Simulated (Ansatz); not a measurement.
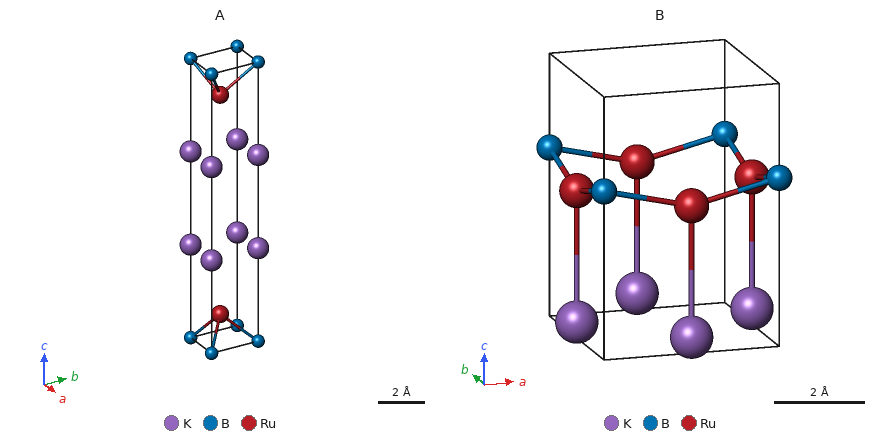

Two structures of K₂BRu₂, each relaxed to rest (conventional cells in solid outline, small ones repeated, not to one scale). Method: DFT PBE, scalar-relativistic, plane waves, PAW in Ansatz 0.2.0, with collinear spins.

> Identify the two structures.

A: 5 atoms a cell on a primitive hexagonal lattice, P-6m2. B: 5 atoms a cell on a primitive tetragonal lattice, P4mm.

> Which is the more stable form at this level of theory?

A is lower, by 134 meV/atom at this level of theory (energies at zero smearing). Volumes: A 19.9, B 20.5 Å³/atom.

One or both may be structure types tried for this composition rather than known phases.
